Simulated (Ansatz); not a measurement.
Reaction (SMILES): [GeH2] (GeH2) (closed-shell singlet) → Ge atom + 2 H atom
B3LYP-D3(BJ)/def2-TZVP geometries, fixed; electronic energies without zero-point terms.

Basis-set convergence of the atomisation energy at MP2 with Ansatz (a first-principles code). Cartesian d functions, on some or all atoms, in 6-31G, 6-31G*, 6-31G**; all else is spherical. Cores are frozen (with 3d on Ga to Br). A restricted Hartree-Fock determinant is unstable towards unrestricted orbitals. Open shells are unrestricted. No added dispersion term, no relativity. Functions are those of the species that has most. Reference: Hartree-Fock in aug-cc-pVQZ plus the correlation part extrapolated as X^-3 from aug-cc-pVTZ and aug-cc-pVQZ, 134.97 kcal/mol, itself unsure by roughly 0.52 kcal/mol (a third of the extrapolation step and of the last Hartree-Fock step). Deviations are taken from unrounded values.

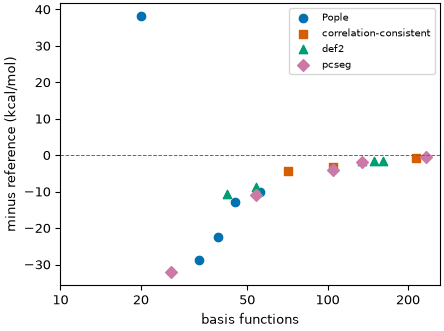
Figure: Deviation from the reference against the number of basis functions, by family of sets.

```tsv
basis	functions	atomisation energy (kcal/mol)	minus reference (kcal/mol)
STO-3G	20	173.15	38.18
pcseg-0	26	102.85	-32.12
6-31G	33	106.15	-28.82
6-31G*	39	112.57	-22.40
def2-SVP	42	124.26	-10.71
6-31G**	45	122.07	-12.90
aug-pcseg-1	54	124.05	-10.92
def2-SVPD	54	126.18	-8.79
6-311G**	56	124.98	-9.99
cc-pVTZ	71	130.71	-4.26
aug-cc-pVTZ	105	131.75	-3.22
aug-pcseg-2	105	130.97	-4.00
pcseg-3	134	133.01	-1.97
def2-QZVP	135	133.25	-1.72
def2-QZVPP	149	133.36	-1.61
def2-QZVPPD	161	133.44	-1.53
cc-pV5Z	214	134.09	-0.88
pcseg-4	233	134.41	-0.56
```
